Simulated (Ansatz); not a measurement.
## Se: Se → Rh

Take Se (space group P3_121, No. 152; a = 4.0394 Å, c = 5.1207 Å; made of chains) as the base.

Modification: full substitution Se → Rh; the structure is relaxed again.

Level of theory: Ansatz (a first-principles code), PBEsol, PAW, cutoff 420 eV, spin-orbit coupling left out. Settings: 18×18×18 k-points, 0.05 eV Fermi–Dirac smearing, for the changed cell.

The volume per atom decreases by 8.51 Å³ (24.12 Å³ → 15.61 Å³) and the density increases by 5.51 g/cm³ to 10.95 g/cm³. The space group becomes Pm-3m (No. 221) (base: P3_121 (No. 152)) and the shortest interatomic distance rises by 0.062 Å to 2.499 Å. The band gap becomes zero (base: 0.39 eV).

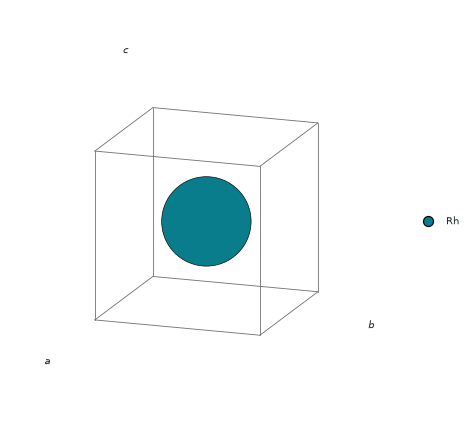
Figure: The relaxed conventional cell after the change

Stability against distortions was not tested. As relaxed here, Rh is a hypothetical phase, not in the database extracts checked. The final runs are not spin-polarised. No dispersion term is included in the PBEsol runs. Rh has a high density of states at the Fermi level and may be magnetic at this level.
